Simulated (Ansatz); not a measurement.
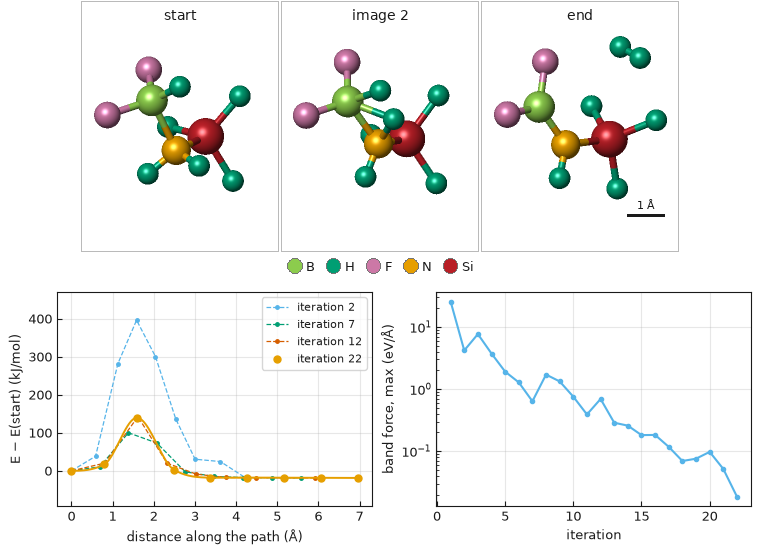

A search for the minimum-energy path of BSiNH₆F₂ by the nudged elastic band. Images are numbered from 0 (start) to 8 (end). The plot follows the band through its iterations. A ball-and-stick model, seen from a free direction.

These are results of RKS PBE0-D4/def2-SVP in Ansatz, not measurements. Run with 7 movable images; climbing image; force threshold 0.05 eV/Å; iteration limit 60; starting path by straight interpolation.

**Did the band converge, and can the barrier be trusted?**

The run is converged, with reservations. The band converged in 22 iterations. The largest component of the band force went from 26 to 0.019 eV/Å. The climbing image converged on the top of the path. Its curvatures weren't checked. The straight starting path can push atoms close together and costs iterations. The first iteration put the highest image at 758.7 kJ/mol. The energy climbs by 139.6 kJ/mol to image 2 and then falls by 158.3 kJ/mol, so the end point sits at −18.6 kJ/mol.

Cost: 6.2 min on 2 threads of Arm Neoverse V2, with other jobs on the host, peak memory 0.24 GiB.
